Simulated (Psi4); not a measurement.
Two rigid molecules brought together: O2S ··· C3H6 (SMILES O=S=O and C1CC1), singlet. Monomers: optimised at B3LYP-D3(BJ) (def2-TZVP), held rigid. Orientation: a higher rigid-body minimum at GFN2-xTB. The monomers approach along the line of their centres of mass (distance R); nothing else relaxes.

Geometry at R = 3.56 Å (first 3 atoms: monomer A):
```
12

O      1.2381     0.2470     0.0000
S      0.0012    -0.4877     0.0000
O     -1.2393     0.2407     0.0000
C      0.7604    -2.7359    -3.4788
C      1.0593    -2.5665    -2.0152
C      0.0385    -1.6860    -2.6808
H      1.5061    -2.4099    -4.1912
H      0.2055    -3.6118    -3.7865
H      0.7067    -3.3278    -1.3327
H      2.0073    -2.1259    -1.7374
H     -1.0047    -1.8517    -2.4485
H      0.2958    -0.6497    -2.8533
```

Level of theory: SAPT0/jun-cc-pVDZ, frozen core (Psi4 1.11).

Components in kcal/mol:

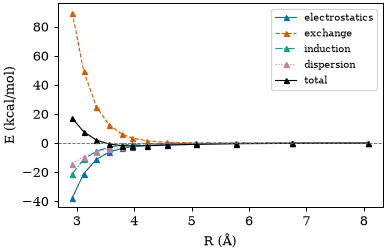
Figure. Components of the interaction energy.

```json
[
 {"R / Å": "2.92", "electrostatics": "-37.59", "exchange": "89.75", "induction": "-21.07", "dispersion": "-14.05", "total": "17.04"},
 {"R / Å": "3.12", "electrostatics": "-21.01", "exchange": "49.24", "induction": "-11.07", "dispersion": "-9.43", "total": "7.73"},
 {"R / Å": "3.34", "electrostatics": "-11.27", "exchange": "25.05", "induction": "-5.51", "dispersion": "-6.20", "total": "2.06"},
 {"R / Å": "3.56", "electrostatics": "-6.27", "exchange": "12.58", "induction": "-2.81", "dispersion": "-4.15", "total": "-0.65"},
 {"R / Å": "3.78", "electrostatics": "-3.67", "exchange": "6.25", "induction": "-1.47", "dispersion": "-2.83", "total": "-1.72"},
 {"R / Å": "3.96", "electrostatics": "-2.47", "exchange": "3.50", "induction": "-0.89", "dispersion": "-2.09", "total": "-1.95"},
 {"R / Å": "4.23", "electrostatics": "-1.47", "exchange": "1.44", "induction": "-0.43", "dispersion": "-1.35", "total": "-1.81"},
 {"R / Å": "4.57", "electrostatics": "-0.86", "exchange": "0.47", "induction": "-0.19", "dispersion": "-0.81", "total": "-1.39"},
 {"R / Å": "5.08", "electrostatics": "-0.46", "exchange": "0.08", "induction": "-0.07", "dispersion": "-0.40", "total": "-0.84"},
 {"R / Å": "5.77", "electrostatics": "-0.24", "exchange": "0.01", "induction": "-0.02", "dispersion": "-0.17", "total": "-0.43"},
 {"R / Å": "6.74", "electrostatics": "-0.12", "exchange": "0.00", "induction": "-0.01", "dispersion": "-0.06", "total": "-0.19"},
 {"R / Å": "8.07", "electrostatics": "-0.05", "exchange": "0.00", "induction": "0.00", "dispersion": "-0.02", "total": "-0.07"}
]
```
